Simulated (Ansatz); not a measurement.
```xyz
7

O     0.1872   -0.0265   -2.4263
H    -0.4715    0.5877   -2.7567
H     0.0822   -0.0119   -1.4672
P     0.0027   -0.0789    1.1020
H    -1.0191   -0.6659    1.8888
H     0.1759    1.0321    1.9643
H     1.0424   -0.8366    1.6951
```

Geometry: PBE0-D4/def2-TZVP.

Level of theory: RKS PBE0-D4/def2-TZVPPD in Ansatz.

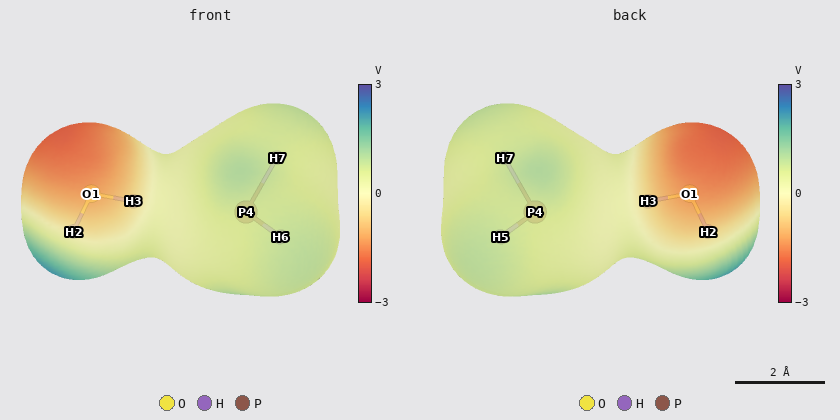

H₂O···PH₃ (SMILES O.P). The electrostatic potential painted on the density surface at 0.002 e/bohr³, seen from the front and from behind; the colour scale runs from red (negative) to blue (positive).

Which sites attract a positive test charge, and which a negative one?

Answer. A positive charge is drawn to the negative regions and a negative charge to the positive ones. The most negative region (about −1.9 V, or −44 kcal/mol for a unit charge) lies over O1, the most positive (about +2.0 V, or +46 kcal/mol for a unit charge) over H2. O1 is the likeliest acceptor of a hydrogen bond.
